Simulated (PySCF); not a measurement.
Molecule: SMILES [SiH](CC[SiH](Cl)Cl)(Cl)Cl (C2H6Cl4Si2), singlet. Atoms near the plane z = 0.8 Å, at the CAM-B3LYP/def2-SVP optimised geometry (x, y, z in Å): C4 (-1.7, -1.2, 1.5), C5 (-0.1, -1.2, 1.5), Si6 (0.6, -0.3, 0.0), Cl7 (-0.1, 1.7, 0.0), H10 (-2.1, -0.2, 1.5), H11 (-2.1, -1.7, 0.6), H13 (0.3, -2.2, 1.5), H14 (2.1, -0.3, 0.0).

Method: CAM-B3LYP/def2-TZVP run with PySCF. The values are rescaled to run from 0 to 1.

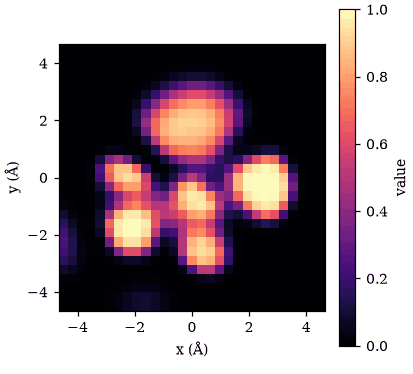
Figure: a field on the plane z = 0.8 Å.

**Question.** Which quantity is mapped?
A. log10 of the electron density
B. electron localisation function
C. deformation density (molecule minus spherical neutral atoms)
D. electrostatic potential

**Answer.** B, electron localisation function
